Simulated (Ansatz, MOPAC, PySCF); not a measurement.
C2H4 (SMILES C=C) and H2S (SMILES S) are pulled apart as rigid monomers along the line of their centres of mass, from the B3LYP-D3(BJ)/def2-TZVP minimum. Starting geometry (charge 0, multiplicity 1):
```xyz
9

C     -0.17321    -0.67327     0.00478
C     -0.05183     0.63969     0.14238
H     -1.13729    -1.16476     0.05475
H      0.68645    -1.31057    -0.16352
H      0.91217     1.13126     0.09237
H     -0.91156     1.27697     0.31066
S      0.45341    -0.45970     3.97122
H      0.26587    -0.31316     2.64743
H     -0.85977    -0.35852     4.23113
```

Interaction energies with rigid monomers; basis-set methods are counterpoise corrected unless marked otherwise.

Correlated levels freeze the cores. The state that PM6 reach isn't checked.

The values were computed with Ansatz (Gaussian basis) for Hartree–Fock, density functionals and correlated methods; MOPAC for PM6 (differences of heats of formation); PySCF for the dispersion terms. 

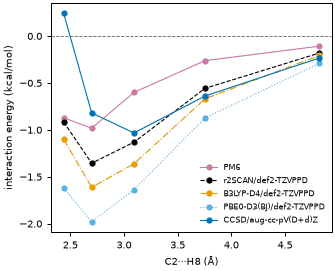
*Interaction energy against separation*

Q: Which level binds most strongly at C2···H8 = 2.70, and by how much?

A: PBE0-D3(BJ)/def2-TZVPPD, -2.0 kcal/mol.

Ansatz is an electronic-structure program.
